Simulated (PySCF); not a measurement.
# C₃H₄BCl₂Si (SMILES C#C[SiH2][CH]B(Cl)Cl) (doublet): what the fields show

Input

```
{"job": {"kind": "epr", "basis": "pcH-1"}, "charge": 0, "multiplicity": 2}
C      2.666459     0.529954     1.375309
C      1.891910     0.192840     0.519527
Si     0.696157    -0.349812    -0.788395
C     -0.942009     0.417116    -0.296194
B     -2.292444    -0.233974    -0.331631
Cl    -2.491911    -1.882420    -0.854668
Cl    -3.732383     0.629851     0.140832
H      3.344411     0.825291     2.124417
H      1.092199     0.237939    -2.078875
H      0.654855    -1.810147    -0.832504
H     -0.881819     1.446033     0.036137
```

Launched as:

```sh
OMP_NUM_THREADS=1 python probes_run.py task.json out
```

Geometry: GFN2-xTB.

The calculation used PySCF, UKS B3LYP, pcH-1 on B C Cl H Si, non-relativistic, mean-field spin-orbit, GIAO.

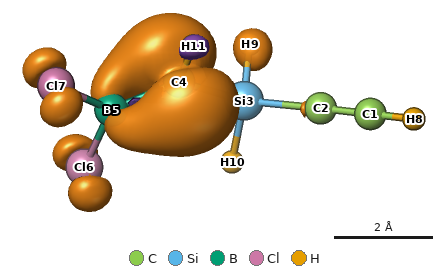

Figure 1. Isosurfaces of the spin density (α minus β) at +0.02 (orange) and −0.02 e/Å³ (purple), seen from one side.

> Which atoms carry the spin?

The unpaired spin (1 electron) lies mostly on C4 (about 0.6) and B5 (about 0.1), in electrons by Hirshfeld's partition.

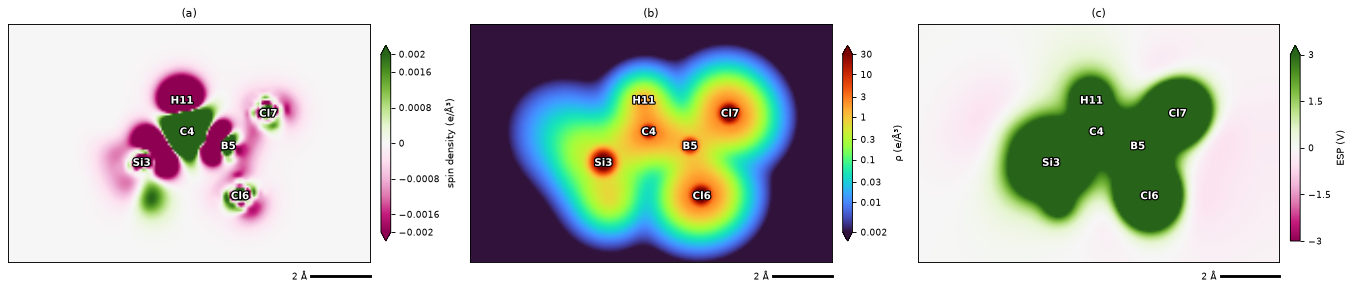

Figure 2. (a) spin density (α minus β); (b) total electron density; (c) electrostatic potential on the plane of atoms C4, B5 and Cl6.

> Describe what can be read from this map.

The section cuts through Si, C, B, Cl and H sites.
C–B (1.50 Å): ρ is about 1.6 e/Å³ halfway.
B–Cl (1.74 Å): the density is about 1.4 e/Å³ at the midpoint.
C–Si (1.87 Å): the density is about 0.9 e/Å³ at the midpoint.

Outside the dense part of the molecule the potential is most negative (−0.5 V) near Cl7.

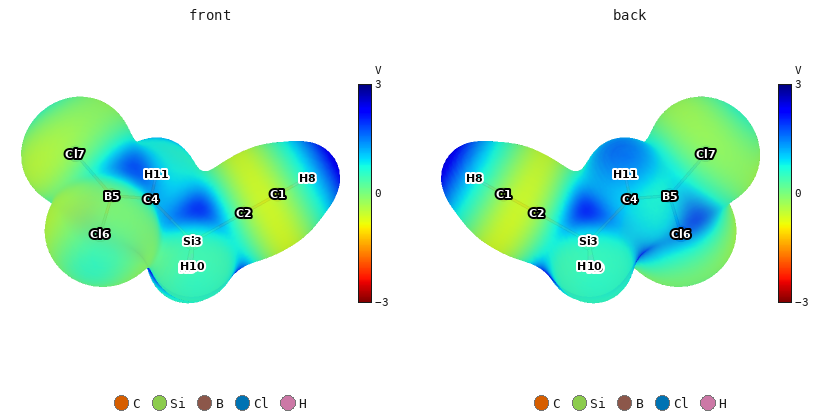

Figure 3. The molecular electrostatic potential painted on the density surface at 0.004 e/bohr³, seen from the front and from behind; the colour scale runs from red (negative) to blue (positive).

> Where is the surface potential most negative and most positive?

The most negative region (about −0.6 V) lies over C1 and C2, the most positive (about +2.4 V) over Si3 and H8. Cl6 shows a σ-hole: about +0.5 V at the tip opposite its bond, against about 0.0 V on its flanks. Cl7 shows a σ-hole: about +0.5 V at the tip opposite its bond, against about −0.2 V on its flanks.
